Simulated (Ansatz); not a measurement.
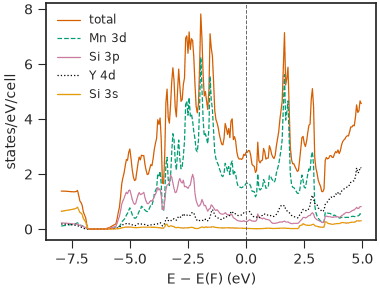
Figure. Total and projected density of states of YMn2Si2 in space group I4/mmm (No. 139; Si on 4e, Mn on 4d, Y on 2a), DFT-r²SCAN in the program Ansatz with PAW potentials

Q: Which orbitals carry the states next to the Fermi level?

A: Within 0.5 eV of the Fermi level: Mn 3d 60 %, Y 4d 20 %, Si 3p 12 %, outside the projected shells 5 %. Projections are on Löwdin-orthogonalised atomic valence shells; empty p or d shells of many metals are not among them.

Q: Where is the tallest occupied peak in this window, and what makes it?

A: Near -1.9 eV, about 7.8 states/eV per cell; the largest projected share is Mn 3d.

The workflow started from an entry of the Crystallography Open Database (COD). Whether it is the stable phase at ambient conditions was not checked. Symmetry was held in the r²SCAN relaxation; whether a distortion lowers the energy is not shown. The final state is ferromagnetic, the only order run, not a proven ground state. The program gave a warning on the electronic state, which may not be the lowest. Spin–orbit coupling is left out wherever it is not named.

Potentials: the later of the program's two PAW sets.
